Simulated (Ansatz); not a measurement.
Run report: Si4H10O, geometry relaxation (part 2 of 2)

Si4H10O; RKS PBE-D4/STO-3G (Ansatz 0.2.0). It belongs to a series of runs on one base structure; here: start relaxed.

Geometry of the input (Å):
```
Si 0.0000  0.0000  0.0000
O  0.0000  0.0000  1.6800
Si -1.3147  -0.4067  2.6436
H  -2.2390  -1.2403  1.8804
H  -0.8506  -1.1432  3.8157
H  -1.9987  0.8095  3.0733
Si 2.0935  0.0000  -0.7393
H  2.5508  -1.3762  -0.9079
H  2.1573  0.6939  -2.0222
H  2.9510  0.6823  0.2255
Si -1.0456  1.8115  -0.7393
H  -2.4302  1.4780  -1.0607
H  -1.0215  2.8436  0.2931
H  -0.3743  2.3069  -1.9374
H  -0.6877  -1.1914  -0.4862
```

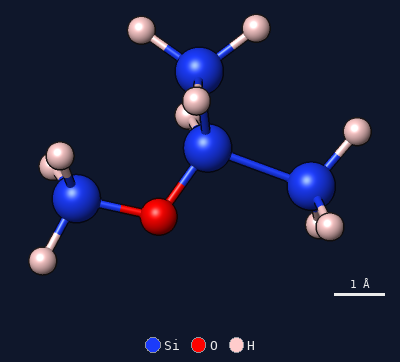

*The geometry at step 11 of the log (ball-and-stick view, seen at a tilt).*

Trajectory as extended XYZ, continued:
```
15
Properties=species:S:1:pos:R:3:forces:R:3 step=4 energy=-33308.13179
Si    0.0229   -0.0035    0.0227    0.0709   0.0010   0.1680
O     0.1748   -0.1760    1.7509   -0.1680  -0.0158  -0.1558
Si   -1.3202   -0.4097    2.5855    0.1814   0.0147   0.0390
H    -2.2783   -1.2573    1.8778   -0.0048  -0.0235  -0.0505
H    -0.9569   -1.0526    3.8443   -0.0545   0.0639  -0.0253
H    -1.9865    0.8620    2.8795    0.0206  -0.0268  -0.0491
Si    2.1616   -0.0407   -0.7372   -0.0837   0.0060  -0.0004
H     2.6570   -1.4025   -0.8746    0.0071   0.0062   0.0096
H     2.2556    0.5962   -2.0425    0.0020  -0.0039  -0.0128
H     3.0517    0.6734    0.1649    0.0143   0.0065   0.0023
Si   -1.1242    1.8396   -0.6806   -0.0105  -0.0138   0.0569
H    -2.5164    1.5245   -0.9691   -0.0018  -0.0031   0.0109
H    -1.1199    2.9010    0.3166    0.0210  -0.0048  -0.0093
H    -0.5405    2.3820   -1.8997    0.0066  -0.0090   0.0130
H    -0.6904   -1.1685   -0.5197   -0.0007   0.0023   0.0034
15
Properties=species:S:1:pos:R:3:forces:R:3 step=5 energy=-33308.15262
Si    0.0415   -0.0186    0.0204   -0.0380   0.0086   0.0533
O     0.1786   -0.2477    1.7380   -0.0601  -0.0404   0.0116
Si   -1.3349   -0.4106    2.5505    0.0544   0.0554  -0.0458
H    -2.2618   -1.3285    1.8859    0.0155  -0.0036  -0.0134
H    -1.0261   -0.9251    3.8789   -0.0001   0.0437  -0.0276
H    -2.0149    0.8818    2.6826    0.0088  -0.0543  -0.0154
Si    2.1708   -0.0384   -0.7500    0.0312   0.0041   0.0109
H     2.6875   -1.3961   -0.8464    0.0046   0.0130   0.0018
H     2.2485    0.5586   -2.0757   -0.0107  -0.0076   0.0044
H     3.0572    0.7156    0.1246   -0.0050   0.0005  -0.0173
Si   -1.1184    1.8381   -0.6159   -0.0069  -0.0172   0.0227
H    -2.5257    1.5278   -0.8317    0.0179   0.0330   0.0163
H    -1.0464    2.8962    0.3817   -0.0005   0.0013  -0.0099
H    -0.5931    2.3779   -1.8629   -0.0032  -0.0162   0.0155
H    -0.6725   -1.1630   -0.5613   -0.0078  -0.0203  -0.0071
15
Properties=species:S:1:pos:R:3:forces:R:3 step=6 energy=-33308.16018
Si    0.0542   -0.0368    0.0194   -0.0663   0.0019   0.0073
O     0.1830   -0.3171    1.7284   -0.0477  -0.0107   0.0918
Si   -1.3508   -0.4138    2.5114   -0.0852   0.1127   0.1248
H    -2.2393   -1.4081    1.8942    0.0598   0.0804   0.0708
H    -1.0793   -0.7945    3.9018   -0.0467   0.0737  -0.2554
H    -2.0550    0.8848    2.4918    0.1213  -0.2747   0.0042
Si    2.1801   -0.0362   -0.7567    0.0292   0.0276  -0.0175
H     2.7184   -1.3884   -0.8162    0.0093   0.0369  -0.0021
H     2.2242    0.5214   -2.1025    0.0154  -0.0250   0.0351
H     3.0613    0.7640    0.0839   -0.0285  -0.0227  -0.0368
Si   -1.1120    1.8389   -0.5504   -0.0270   0.0056  -0.0280
H    -2.5381    1.5634   -0.6960    0.0890   0.0224   0.0089
H    -0.9711    2.9058    0.4330    0.0198  -0.0434  -0.0391
H    -0.6301    2.3528   -1.8271   -0.0360  -0.0023   0.0424
H    -0.6552   -1.1682   -0.5964   -0.0064   0.0177  -0.0064
15
Properties=species:S:1:pos:R:3:forces:R:3 step=7 energy=-33308.16483
Si    0.0525   -0.0381    0.0212   -0.0764   0.0152  -0.0453
O     0.1786   -0.3161    1.7318   -0.0217  -0.0016   0.0328
Si   -1.3556   -0.4194    2.5114   -0.0553   0.0786   0.0682
H    -2.2378   -1.4209    1.9027    0.0378   0.0359   0.0364
H    -1.0826   -0.7895    3.8991   -0.0262   0.0420  -0.1442
H    -2.0696    0.8674    2.4856    0.0760  -0.1610   0.0020
Si    2.1775   -0.0327   -0.7595    0.0392  -0.0177   0.0084
H     2.7272   -1.3804   -0.8047    0.0089   0.0238   0.0026
H     2.2313    0.5108   -2.1100   -0.0181  -0.0103   0.0252
H     3.0495    0.7796    0.0771   -0.0111  -0.0074  -0.0212
Si   -1.1037    1.8403   -0.5552   -0.0050   0.0051   0.0397
H    -2.5319    1.5714   -0.6761    0.0508   0.0330   0.0086
H    -0.9333    2.9018    0.4282   -0.0108  -0.0101  -0.0380
H    -0.6425    2.3551   -1.8382   -0.0114  -0.0185   0.0240
H    -0.6694   -1.1614   -0.5946    0.0234  -0.0072   0.0009
15
Properties=species:S:1:pos:R:3:forces:R:3 step=9 energy=-33308.17273
Si    0.0429   -0.0301    0.0203   -0.0109  -0.0209   0.0047
O     0.1569   -0.3370    1.7275    0.0192   0.0186  -0.0322
Si   -1.3820   -0.4719    2.4870   -0.0335  -0.0317  -0.0099
H    -2.1909   -1.5652    1.9404    0.0233   0.0272   0.0141
H    -1.1093   -0.7289    3.8931   -0.0145  -0.0047   0.0156
H    -2.1703    0.7562    2.3623    0.0060  -0.0073   0.0105
Si    2.1720   -0.0256   -0.7524    0.0228   0.0170   0.0150
H     2.7743   -1.3513   -0.6832   -0.0158   0.0570  -0.0033
H     2.1968    0.4041   -2.1451    0.0109  -0.0213   0.0448
H     3.0109    0.8921    0.0087   -0.0260  -0.0422  -0.0469
Si   -1.0716    1.8802   -0.5240   -0.0187   0.0980   0.0152
H    -2.5223    1.7144   -0.4863    0.1160   0.0099  -0.0052
H    -0.7273    2.9807    0.3735   -0.0369  -0.0918  -0.0972
H    -0.7099    2.2856   -1.8786   -0.0354  -0.0009   0.0772
H    -0.6799   -1.1353   -0.6247   -0.0066  -0.0070  -0.0024
15
Properties=species:S:1:pos:R:3:forces:R:3 step=10 energy=-33308.17414
Si    0.0396   -0.0305    0.0197    0.0318   0.0105   0.0187
O     0.1557   -0.3279    1.7284    0.0081   0.0092  -0.0215
Si   -1.3819   -0.4749    2.4892   -0.0276  -0.0189  -0.0047
H    -2.1883   -1.5646    1.9346    0.0142   0.0100   0.0037
H    -1.1106   -0.7429    3.8936   -0.0009  -0.0044   0.0111
H    -2.1735    0.7515    2.3771    0.0008   0.0035   0.0042
Si    2.1693   -0.0252   -0.7501    0.0372  -0.0160  -0.0127
H     2.7742   -1.3481   -0.6738   -0.0102   0.0269   0.0025
H     2.1972    0.3925   -2.1454   -0.0025  -0.0099   0.0216
H     3.0131    0.8955   -0.0008   -0.0283  -0.0133  -0.0139
Si   -1.0655    1.8840   -0.5286   -0.0560   0.0619  -0.0038
H    -2.5130    1.7122   -0.4883    0.0540   0.0135  -0.0013
H    -0.7280    2.9871    0.3637   -0.0084  -0.0609  -0.0353
H    -0.7149    2.2990   -1.8815   -0.0045  -0.0232   0.0378
H    -0.6831   -1.1397   -0.6193   -0.0078   0.0109  -0.0064
15
Properties=species:S:1:pos:R:3:forces:R:3 step=11 energy=-33308.17532
Si    0.0387   -0.0232    0.0201   -0.0075  -0.0030   0.0104
O     0.1533   -0.3200    1.7285    0.0147   0.0018  -0.0037
Si   -1.3827   -0.4834    2.4895   -0.0036  -0.0018  -0.0106
H    -2.1810   -1.5719    1.9232   -0.0038  -0.0024   0.0000
H    -1.1099   -0.7643    3.8915    0.0007  -0.0005   0.0008
H    -2.1804    0.7403    2.3898   -0.0035   0.0003   0.0039
Si    2.1682   -0.0270   -0.7494    0.0035   0.0017  -0.0035
H     2.7832   -1.3414   -0.6371   -0.0023   0.0007   0.0044
H     2.1944    0.3547   -2.1540   -0.0019  -0.0049  -0.0003
H     3.0011    0.9198   -0.0234   -0.0008   0.0040  -0.0005
Si   -1.0639    1.8922   -0.5297   -0.0025   0.0033  -0.0013
H    -2.5102    1.7314   -0.4797    0.0037  -0.0005   0.0018
H    -0.7127    2.9933    0.3548    0.0024   0.0011  -0.0003
H    -0.7177    2.2953   -1.8854    0.0005  -0.0006  -0.0006
H    -0.6899   -1.1280   -0.6200    0.0003   0.0009  -0.0005
15
Properties=species:S:1:pos:R:3:forces:R:3 step=12 energy=-33308.17610
Si    0.0358   -0.0119    0.0208   -0.0204   0.0017  -0.0058
O     0.1473   -0.3124    1.7280    0.0079  -0.0046   0.0201
Si   -1.3879   -0.5036    2.4850    0.0088   0.0094  -0.0182
H    -2.1660   -1.6023    1.9104   -0.0091  -0.0012   0.0001
H    -1.1143   -0.7879    3.8864    0.0026   0.0007  -0.0058
H    -2.2046    0.7082    2.3910   -0.0009  -0.0078   0.0027
Si    2.1655   -0.0258   -0.7470    0.0361  -0.0057  -0.0228
H     2.7960   -1.3268   -0.5606   -0.0146   0.0554  -0.0090
H     2.1866    0.2794   -2.1728    0.0032  -0.0170   0.0612
H     2.9834    0.9727   -0.0710   -0.0191  -0.0335  -0.0277
Si   -1.0541    1.9112   -0.5267    0.0060  -0.0210   0.0030
H    -2.5005    1.7716   -0.4366    0.0006   0.0046  -0.0021
H    -0.6630    3.0179    0.3332    0.0007   0.0122   0.0009
H    -0.7357    2.2875   -1.8968   -0.0039   0.0075  -0.0012
H    -0.6983   -1.1100   -0.6247    0.0024  -0.0006   0.0047
15
Properties=species:S:1:pos:R:3:forces:R:3 step=13 energy=-33308.17644
Si    0.0342   -0.0091    0.0218   -0.0153  -0.0068  -0.0049
O     0.1458   -0.3102    1.7288   -0.0024  -0.0050   0.0217
Si   -1.3897   -0.5102    2.4835    0.0077   0.0077  -0.0101
H    -2.1645   -1.6086    1.9040   -0.0049  -0.0012  -0.0018
H    -1.1156   -0.7998    3.8836    0.0025  -0.0004  -0.0035
H    -2.2109    0.6989    2.3958    0.0006  -0.0039  -0.0008
Si    2.1643   -0.0265   -0.7450    0.0463   0.0060  -0.0347
H     2.8076   -1.3174   -0.5365   -0.0250   0.0412  -0.0018
H     2.1825    0.2510   -2.1762    0.0005  -0.0120   0.0514
H     2.9776    0.9901   -0.0914   -0.0228  -0.0279  -0.0204
Si   -1.0515    1.9162   -0.5260    0.0105  -0.0022  -0.0026
H    -2.4981    1.7877   -0.4267   -0.0025  -0.0057   0.0025
H    -0.6486    3.0249    0.3258    0.0018   0.0098   0.0048
H    -0.7408    2.2868   -1.8993   -0.0005   0.0021  -0.0028
H    -0.7019   -1.1059   -0.6236    0.0035  -0.0016   0.0032
15
Properties=species:S:1:pos:R:3:forces:R:3 step=14 energy=-33308.17681
Si    0.0332   -0.0056    0.0233   -0.0016   0.0012  -0.0183
O     0.1445   -0.3080    1.7301   -0.0075  -0.0045   0.0179
Si   -1.3917   -0.5172    2.4810    0.0069   0.0025  -0.0024
H    -2.1644   -1.6129    1.8933    0.0009  -0.0001  -0.0020
H    -1.1173   -0.8163    3.8790   -0.0006  -0.0001  -0.0014
H    -2.2164    0.6901    2.4019    0.0020   0.0007  -0.0020
Si    2.1628   -0.0253   -0.7454    0.0313   0.0018  -0.0099
H     2.8136   -1.3054   -0.5024   -0.0111   0.0220  -0.0020
H     2.1810    0.2144   -2.1823   -0.0054  -0.0053   0.0274
H     2.9689    1.0127   -0.1183   -0.0149  -0.0179  -0.0129
Si   -1.0470    1.9227   -0.5244    0.0030  -0.0019   0.0029
H    -2.4930    1.7996   -0.4118   -0.0049  -0.0012   0.0012
H    -0.6328    3.0341    0.3189    0.0012   0.0031   0.0029
H    -0.7469    2.2863   -1.9020    0.0008  -0.0006  -0.0024
H    -0.7040   -1.1013   -0.6223   -0.0001   0.0002   0.0010
15
Properties=species:S:1:pos:R:3:forces:R:3 step=15 energy=-33308.17698
Si    0.0340   -0.0031    0.0251    0.0071   0.0049  -0.0056
O     0.1435   -0.3077    1.7318   -0.0089  -0.0038   0.0108
Si   -1.3943   -0.5224    2.4777    0.0060  -0.0025   0.0018
H    -2.1655   -1.6147    1.8813    0.0033   0.0018   0.0001
H    -1.1219   -0.8304    3.8742   -0.0040   0.0007   0.0000
H    -2.2193    0.6848    2.4045    0.0013   0.0024  -0.0006
Si    2.1633   -0.0247   -0.7442    0.0024   0.0041  -0.0064
H     2.8240   -1.2932   -0.4727   -0.0030   0.0088  -0.0019
H     2.1716    0.1806   -2.1858    0.0068  -0.0032   0.0091
H     2.9632    1.0344   -0.1460   -0.0106  -0.0109  -0.0068
Si   -1.0429    1.9273   -0.5210   -0.0014   0.0026   0.0033
H    -2.4886    1.8085   -0.3974    0.0003   0.0017  -0.0006
H    -0.6193    3.0411    0.3150   -0.0006  -0.0051  -0.0022
H    -0.7516    2.2841   -1.9025   -0.0008  -0.0002   0.0017
H    -0.7055   -1.0968   -0.6213    0.0020  -0.0011  -0.0027
15
Properties=species:S:1:pos:R:3:forces:R:3 step=16 energy=-33308.17704
Si    0.0348   -0.0015    0.0265   -0.0004  -0.0075  -0.0149
O     0.1425   -0.3095    1.7331    0.0008  -0.0014  -0.0010
Si   -1.3967   -0.5260    2.4753    0.0013  -0.0043   0.0023
H    -2.1679   -1.6146    1.8719    0.0031   0.0032   0.0021
H    -1.1274   -0.8408    3.8708   -0.0032   0.0007   0.0002
H    -2.2199    0.6826    2.4061    0.0002   0.0019  -0.0002
Si    2.1628   -0.0248   -0.7461    0.0094   0.0132   0.0100
H     2.8336   -1.2815   -0.4472   -0.0030   0.0051  -0.0007
H     2.1719    0.1500   -2.1915   -0.0025  -0.0016   0.0065
H     2.9532    1.0532   -0.1699   -0.0025  -0.0101  -0.0073
Si   -1.0412    1.9301   -0.5170   -0.0017   0.0129   0.0029
H    -2.4869    1.8178   -0.3843    0.0083  -0.0016  -0.0001
H    -0.6078    3.0440    0.3145   -0.0041  -0.0092  -0.0070
H    -0.7570    2.2833   -1.9011   -0.0009  -0.0014   0.0063
H    -0.7036   -1.0943   -0.6227   -0.0049   0.0000   0.0011
```

Summary:

```tsv
quantity	value
outcome	converged
total energy	−33308.1771 eV
mean-field energy	−33307.7578 eV
largest force (length of the vector) at the end	0.019 eV/Å
wall time	35 s
peak memory	0.14 GiB
```
